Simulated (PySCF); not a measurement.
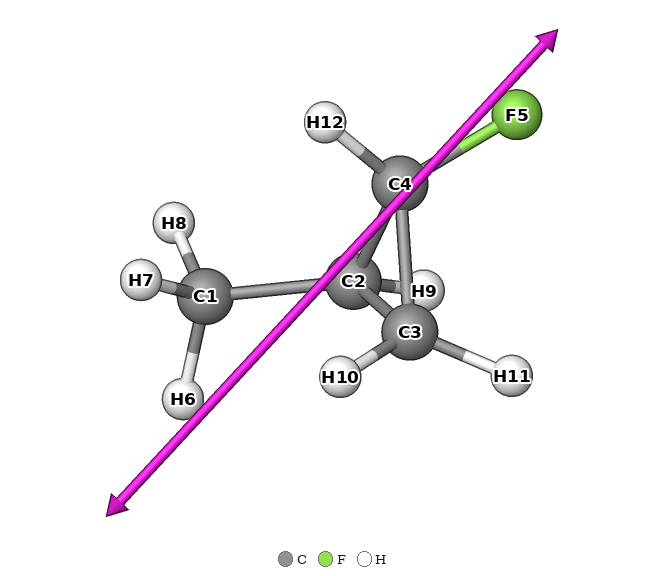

The double arrow shows the direction of the transition dipole to excited singlet state 9 (its length means nothing). Computed geometry: PBE0-D3(BJ)/def2-SVP optimisation. No frequency run is at hand to confirm it as a minimum. Method: TDDFT CAM-B3LYP/def2-SVPD, vertical, gas phase, core orbitals frozen in the response (PySCF 2.14.0).

Give its energy, strength and character.

9.33 eV (133 nm), oscillator strength 0.018, mainly HOMO → LUMO+4 (weight 0.54); transition dipole 0.70 D.
